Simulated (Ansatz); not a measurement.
## Run report: Si62P, geometry relaxation (part 4 of 4)

The same run, continued: Si62P (defect cell, 63 atoms in the cell); DFT PBE-D3(BJ), scalar-relativistic, plane waves, PAW, PAW set soft_1, spin-polarised (Ansatz 0.2.0); cutoff 420 eV, 1×1×1 k-mesh, Fermi–Dirac smearing of 0.02 eV, collinear spins. It belongs to a series of runs on one base structure; here: end point B relaxed.

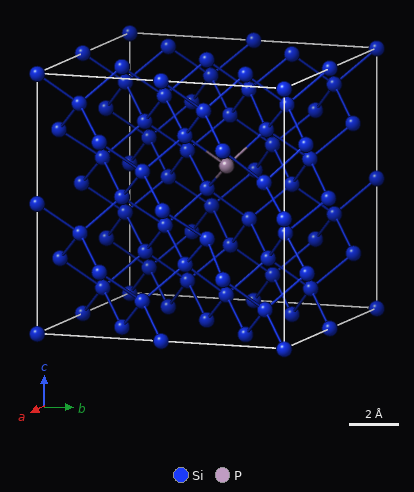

The geometry at step 5 of the log (ball-and-stick view of the cell of the calculation, seen slightly off an axis).

**Trajectory as extended XYZ, continued**
```
63
Lattice="10.8600 0.0000 0.0000 0.0000 10.8600 0.0000 0.0000 0.0000 10.8600" Properties=species:S:1:pos:R:3:forces:R:3 step=4 energy=-40186.99646
Si    5.4458   -0.0229   -0.0056    0.0129   0.0291  -0.0307
Si    6.7960    1.3598    1.3552   -0.0474   0.0224  -0.0224
Si    8.1448    2.7166   -0.0016    0.0559  -0.0120   0.0120
Si    9.4991    4.1085    1.3770   -0.0373  -0.0455  -0.0266
Si    8.1623    0.0028    2.7122    0.0499  -0.0900   0.0900
Si    9.5179    1.3779    4.0571   -0.0271  -0.0084   0.0271
Si    0.0038    0.0038   -0.0242    0.0473   0.0473   0.0087
Si    1.3659    1.3659    1.3491   -0.0512  -0.0512   0.0512
Si    2.7124    2.7124    0.0026    0.0270   0.0270  -0.0270
Si    4.0655    4.0655    1.3800   -0.0194  -0.0194   0.0002
Si    5.4155    5.4155    0.0250    0.0215   0.0215  -0.0366
Si    6.7862    6.7862    1.3646    0.0123   0.0123  -0.0262
Si    8.1453    8.1453    0.0043   -0.0070  -0.0070   0.0584
Si    9.5179    9.5179    1.3371   -0.0271  -0.0271   0.0084
Si    2.7392    0.0038    2.7112   -0.0087   0.0473  -0.0473
Si    4.1085    1.3380    4.0759   -0.0455   0.0266   0.0373
Si    5.4458    2.7206    2.7379    0.0129   0.0307  -0.0291
Si    6.7957    4.1017    4.1115   -0.0131   0.0293   0.0073
Si    8.1412    5.4871    2.7702    0.0364   0.0722   0.0775
Si    9.4365    6.9616    4.1385    0.0543  -0.0598  -0.0543
Si    5.4871   -0.0552    5.4338    0.0722  -0.0775  -0.0364
Si    6.7862    1.3504    6.7888    0.0123   0.0262  -0.0123
Si    8.1453    2.7107    5.4297   -0.0070  -0.0584   0.0070
Si    9.4635    4.1017    6.7793   -0.0073   0.0293   0.0131
Si    8.1412   -0.0552    8.0879    0.0364  -0.0775  -0.0722
Si    9.4991    1.3380    9.4665   -0.0373   0.0266   0.0455
Si   -0.0229    5.4458   -0.0056    0.0291   0.0129  -0.0307
Si    1.3598    6.7960    1.3552    0.0224  -0.0474  -0.0224
Si    2.7166    8.1448   -0.0016   -0.0120   0.0559   0.0120
Si    4.1085    9.4991    1.3770   -0.0455  -0.0373  -0.0266
Si    0.0038    2.7392    2.7112    0.0473  -0.0087  -0.0473
Si    1.3380    4.1085    4.0759    0.0266  -0.0455   0.0373
Si    2.7206    5.4458    2.7379    0.0307   0.0129  -0.0291
Si    4.1017    6.7957    4.1115    0.0293  -0.0131   0.0073
Si    5.4871    8.1412    2.7702    0.0722   0.0364   0.0775
Si    6.9616    9.4365    4.1385   -0.0598   0.0543  -0.0543
Si    0.0028    0.0028    5.4127   -0.0900  -0.0900  -0.0499
Si    1.3598    1.3598    6.7790    0.0224   0.0224   0.0474
Si    2.7166    2.7166    5.4302   -0.0120  -0.0120  -0.0559
Si    4.0635    4.0635    6.8087   -0.0412  -0.0412   0.0617
Si    5.4446    5.4446    5.5234   -0.0077  -0.0077  -0.0460
P     6.8090    6.8090    6.7660    0.0337   0.0337  -0.0337
Si    9.4365    9.4365    6.6134    0.0543   0.0543   0.0598
Si    2.7206   -0.0229    8.1292    0.0307   0.0291  -0.0129
Si    4.0655    1.3350    9.5095   -0.0194  -0.0002   0.0194
Si    5.4155    2.6900    8.1595    0.0215   0.0366  -0.0215
Si    6.7663    4.0635    9.5115   -0.0617  -0.0412   0.0412
Si    8.0516    5.4446    8.1304    0.0460  -0.0077   0.0077
Si    9.4635    6.7957    9.4733   -0.0073  -0.0131  -0.0293
Si    0.0028    8.1623    2.7122   -0.0900   0.0499   0.0900
Si    1.3779    9.5179    4.0571   -0.0084  -0.0271   0.0271
Si   -0.0552    5.4871    5.4338   -0.0775   0.0722  -0.0364
Si    1.3504    6.7862    6.7888    0.0262   0.0123  -0.0123
Si    2.7107    8.1453    5.4297   -0.0584  -0.0070   0.0070
Si    4.1017    9.4635    6.7793    0.0293  -0.0073   0.0131
Si   -0.0229    2.7206    8.1292    0.0291   0.0307  -0.0129
Si    1.3350    4.0655    9.5095   -0.0002  -0.0194   0.0194
Si    2.6900    5.4155    8.1595    0.0366   0.0215  -0.0215
Si    4.0635    6.7663    9.5115   -0.0412  -0.0617   0.0412
Si    5.4446    8.0516    8.1304   -0.0077   0.0460   0.0077
Si    6.7957    9.4635    9.4733   -0.0131  -0.0073  -0.0293
Si   -0.0552    8.1412    8.0879   -0.0775   0.0364  -0.0722
Si    1.3380    9.4991    9.4665    0.0266  -0.0373   0.0455
63
Lattice="10.8600 0.0000 0.0000 0.0000 10.8600 0.0000 0.0000 0.0000 10.8600" Properties=species:S:1:pos:R:3:forces:R:3 step=5 energy=-40187.00753
Si    5.4473   -0.0216   -0.0084    0.0010  -0.0015  -0.0042
Si    6.7960    1.3594    1.3556   -0.0026  -0.0020   0.0020
Si    8.1491    2.7140    0.0010   -0.0089  -0.0023   0.0023
Si    9.4968    4.1077    1.3748    0.0006  -0.0055  -0.0035
Si    8.1682   -0.0005    2.7155   -0.0026   0.0000   0.0000
Si    9.5171    1.3799    4.0579    0.0001  -0.0024  -0.0001
Si    0.0072    0.0072   -0.0249    0.0006   0.0006  -0.0032
Si    1.3641    1.3641    1.3509   -0.0024  -0.0024   0.0024
Si    2.7133    2.7133    0.0017   -0.0007  -0.0007   0.0007
Si    4.0650    4.0650    1.3798   -0.0011  -0.0011  -0.0050
Si    5.4167    5.4167    0.0263   -0.0001  -0.0001   0.0002
Si    6.7877    6.7877    1.3666    0.0019   0.0019  -0.0007
Si    8.1442    8.1442    0.0069   -0.0017  -0.0017   0.0025
Si    9.5171    9.5171    1.3351    0.0001   0.0001   0.0024
Si    2.7399    0.0072    2.7078    0.0032   0.0006  -0.0006
Si    4.1077    1.3401    4.0782   -0.0055   0.0035  -0.0006
Si    5.4473    2.7234    2.7366    0.0010   0.0042   0.0015
Si    6.7942    4.1044    4.1145    0.0051   0.0022   0.0014
Si    8.1436    5.4902    2.7749    0.0017   0.0002   0.0010
Si    9.4511    6.9457    4.1239   -0.0031  -0.0001   0.0031
Si    5.4902   -0.0599    5.4314    0.0002  -0.0010  -0.0017
Si    6.7877    1.3484    6.7873    0.0019   0.0007  -0.0019
Si    8.1442    2.7081    5.4308   -0.0017  -0.0025   0.0017
Si    9.4605    4.1044    6.7808   -0.0014   0.0022  -0.0051
Si    8.1436   -0.0599    8.0848    0.0017  -0.0010  -0.0002
Si    9.4968    1.3401    9.4673    0.0006   0.0035   0.0055
Si   -0.0216    5.4473   -0.0084   -0.0015   0.0010  -0.0042
Si    1.3594    6.7960    1.3556   -0.0020  -0.0026   0.0020
Si    2.7140    8.1491    0.0010   -0.0023  -0.0089   0.0023
Si    4.1077    9.4968    1.3748   -0.0055   0.0006  -0.0035
Si    0.0072    2.7399    2.7078    0.0006   0.0032  -0.0006
Si    1.3401    4.1077    4.0782    0.0035  -0.0055  -0.0006
Si    2.7234    5.4473    2.7366    0.0042   0.0010   0.0015
Si    4.1044    6.7942    4.1145    0.0022   0.0051   0.0014
Si    5.4902    8.1436    2.7749    0.0002   0.0017   0.0010
Si    6.9457    9.4511    4.1239   -0.0001  -0.0031   0.0031
Si   -0.0005   -0.0005    5.4068    0.0000   0.0000   0.0026
Si    1.3594    1.3594    6.7790   -0.0020  -0.0020   0.0026
Si    2.7140    2.7140    5.4259   -0.0023  -0.0023   0.0089
Si    4.0572    4.0572    6.8143    0.0023   0.0023  -0.0074
Si    5.4417    5.4417    5.5268    0.0021   0.0021   0.0002
P     6.8146    6.8146    6.7604   -0.0053  -0.0053   0.0053
Si    9.4511    9.4511    6.6293   -0.0031  -0.0031   0.0001
Si    2.7234   -0.0216    8.1277    0.0042  -0.0015  -0.0010
Si    4.0650    1.3352    9.5100   -0.0011   0.0050   0.0011
Si    5.4167    2.6887    8.1583   -0.0001  -0.0002   0.0001
Si    6.7607    4.0572    9.5178    0.0074   0.0023  -0.0023
Si    8.0482    5.4417    8.1333   -0.0002   0.0021  -0.0021
Si    9.4605    6.7942    9.4706   -0.0014   0.0051  -0.0022
Si   -0.0005    8.1682    2.7155    0.0000  -0.0026   0.0000
Si    1.3799    9.5171    4.0579   -0.0024   0.0001  -0.0001
Si   -0.0599    5.4902    5.4314   -0.0010   0.0002  -0.0017
Si    1.3484    6.7877    6.7873    0.0007   0.0019  -0.0019
Si    2.7081    8.1442    5.4308   -0.0025  -0.0017   0.0017
Si    4.1044    9.4605    6.7808    0.0022  -0.0014  -0.0051
Si   -0.0216    2.7234    8.1277   -0.0015   0.0042  -0.0010
Si    1.3352    4.0650    9.5100    0.0050  -0.0011   0.0011
Si    2.6887    5.4167    8.1583   -0.0002  -0.0001   0.0001
Si    4.0572    6.7607    9.5178    0.0023   0.0074  -0.0023
Si    5.4417    8.0482    8.1333    0.0021  -0.0002  -0.0021
Si    6.7942    9.4605    9.4706    0.0051  -0.0014  -0.0022
Si   -0.0599    8.1436    8.0848   -0.0010   0.0017  -0.0002
Si    1.3401    9.4968    9.4673    0.0035   0.0006   0.0055
63
Lattice="10.8600 0.0000 0.0000 0.0000 10.8600 0.0000 0.0000 0.0000 10.8600" Properties=species:S:1:pos:R:3:forces:R:3 step=6 energy=-40187.00753
Si    5.4473   -0.0216   -0.0084    0.0010  -0.0014  -0.0043
Si    6.7960    1.3594    1.3556   -0.0026  -0.0020   0.0020
Si    8.1491    2.7140    0.0010   -0.0089  -0.0022   0.0022
Si    9.4968    4.1077    1.3748    0.0005  -0.0055  -0.0036
Si    8.1682   -0.0005    2.7155   -0.0025   0.0000   0.0000
Si    9.5171    1.3799    4.0579    0.0001  -0.0025  -0.0001
Si    0.0072    0.0072   -0.0249    0.0006   0.0006  -0.0032
Si    1.3641    1.3641    1.3509   -0.0023  -0.0023   0.0023
Si    2.7133    2.7133    0.0017   -0.0007  -0.0007   0.0007
Si    4.0650    4.0650    1.3798   -0.0011  -0.0011  -0.0050
Si    5.4167    5.4167    0.0263   -0.0001  -0.0001   0.0002
Si    6.7877    6.7877    1.3666    0.0019   0.0019  -0.0007
Si    8.1442    8.1442    0.0069   -0.0017  -0.0017   0.0025
Si    9.5171    9.5171    1.3351    0.0001   0.0001   0.0025
Si    2.7399    0.0072    2.7078    0.0032   0.0006  -0.0006
Si    4.1077    1.3401    4.0782   -0.0055   0.0036  -0.0005
Si    5.4473    2.7234    2.7366    0.0010   0.0043   0.0014
Si    6.7942    4.1044    4.1145    0.0051   0.0022   0.0014
Si    8.1436    5.4902    2.7749    0.0016   0.0001   0.0010
Si    9.4511    6.9457    4.1239   -0.0031  -0.0001   0.0031
Si    5.4902   -0.0599    5.4314    0.0001  -0.0010  -0.0016
Si    6.7877    1.3484    6.7873    0.0019   0.0007  -0.0019
Si    8.1442    2.7081    5.4308   -0.0017  -0.0025   0.0017
Si    9.4605    4.1044    6.7808   -0.0014   0.0022  -0.0051
Si    8.1436   -0.0599    8.0848    0.0016  -0.0010  -0.0001
Si    9.4968    1.3401    9.4673    0.0005   0.0036   0.0055
Si   -0.0216    5.4473   -0.0084   -0.0014   0.0010  -0.0043
Si    1.3594    6.7960    1.3556   -0.0020  -0.0026   0.0020
Si    2.7140    8.1491    0.0010   -0.0022  -0.0089   0.0022
Si    4.1077    9.4968    1.3748   -0.0055   0.0005  -0.0036
Si    0.0072    2.7399    2.7078    0.0006   0.0032  -0.0006
Si    1.3401    4.1077    4.0782    0.0036  -0.0055  -0.0005
Si    2.7234    5.4473    2.7366    0.0043   0.0010   0.0014
Si    4.1044    6.7942    4.1145    0.0022   0.0051   0.0014
Si    5.4902    8.1436    2.7749    0.0001   0.0016   0.0010
Si    6.9457    9.4511    4.1239   -0.0001  -0.0031   0.0031
Si   -0.0005   -0.0005    5.4068    0.0000   0.0000   0.0025
Si    1.3594    1.3594    6.7790   -0.0020  -0.0020   0.0026
Si    2.7140    2.7140    5.4259   -0.0022  -0.0022   0.0089
Si    4.0572    4.0572    6.8143    0.0023   0.0023  -0.0075
Si    5.4417    5.4417    5.5268    0.0021   0.0021   0.0002
P     6.8146    6.8146    6.7604   -0.0053  -0.0053   0.0053
Si    9.4511    9.4511    6.6293   -0.0031  -0.0031   0.0001
Si    2.7234   -0.0216    8.1277    0.0043  -0.0014  -0.0010
Si    4.0650    1.3352    9.5100   -0.0011   0.0050   0.0011
Si    5.4167    2.6887    8.1583   -0.0001  -0.0002   0.0001
Si    6.7607    4.0572    9.5178    0.0075   0.0023  -0.0023
Si    8.0482    5.4417    8.1333   -0.0002   0.0021  -0.0021
Si    9.4605    6.7942    9.4706   -0.0014   0.0051  -0.0022
Si   -0.0005    8.1682    2.7155    0.0000  -0.0025   0.0000
Si    1.3799    9.5171    4.0579   -0.0025   0.0001  -0.0001
Si   -0.0599    5.4902    5.4314   -0.0010   0.0001  -0.0016
Si    1.3484    6.7877    6.7873    0.0007   0.0019  -0.0019
Si    2.7081    8.1442    5.4308   -0.0025  -0.0017   0.0017
Si    4.1044    9.4605    6.7808    0.0022  -0.0014  -0.0051
Si   -0.0216    2.7234    8.1277   -0.0014   0.0043  -0.0010
Si    1.3352    4.0650    9.5100    0.0050  -0.0011   0.0011
Si    2.6887    5.4167    8.1583   -0.0002  -0.0001   0.0001
Si    4.0572    6.7607    9.5178    0.0023   0.0075  -0.0023
Si    5.4417    8.0482    8.1333    0.0021  -0.0002  -0.0021
Si    6.7942    9.4605    9.4706    0.0051  -0.0014  -0.0022
Si   -0.0599    8.1436    8.0848   -0.0010   0.0016  -0.0001
Si    1.3401    9.4968    9.4673    0.0036   0.0005   0.0055
```

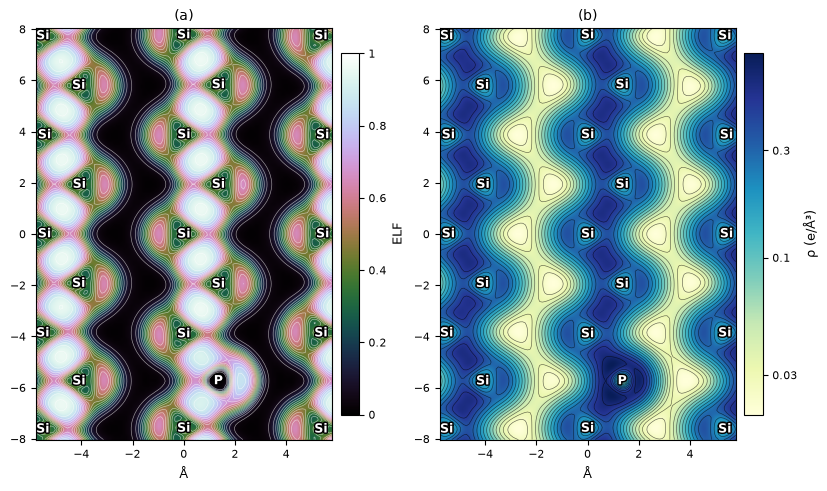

(a) ELF; (b) valence charge density (pseudo) on the (011̄) plane of the calculation cell. Away from the nuclei the density in this plane falls to 0.02 e/Å³ at its lowest. In a PAW calculation such maps are meaningful between the atoms, not at the nuclei.

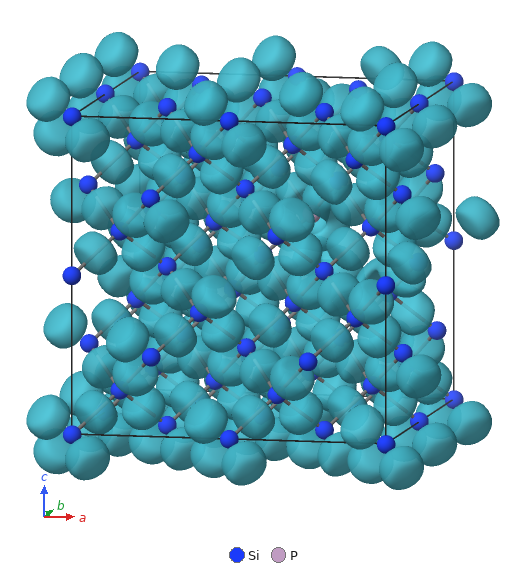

Isosurface of the electron localisation function at 0.75 (cyan), seen slightly off an axis. Only the valence region is drawn (cores and ρ < 0.01 e/Å³ removed). Sticks mark near contacts. The outline is the calculation cell. Along the contacts the grid gives the following. Si–P (2.30 Å): the ELF peaks at about 0.90 between the atoms, which marks localised, shared-pair bonding. Si–Si (2.34 Å): the ELF peaks at about 0.95 between the atoms, as expected for localised, shared-pair bonding.

**Results in brief**

- outcome: converged
- electrons treated: 253
- free energy: −40187.0075 eV
- Fermi energy: 6.641 eV
- net moment of the cell: 0.99 μB
- integrated absolute moment: 1.13 μB
- final volume: 1280.82 Å³
- largest force (length of the vector) at the end: 0.009 eV/Å
- wall time: 48 s (CPU time 3.1 min)
- peak memory: 1.7 GiB

**Remarks**

The k-point mesh is coarse for a cell of this size, so the results may not be converged.
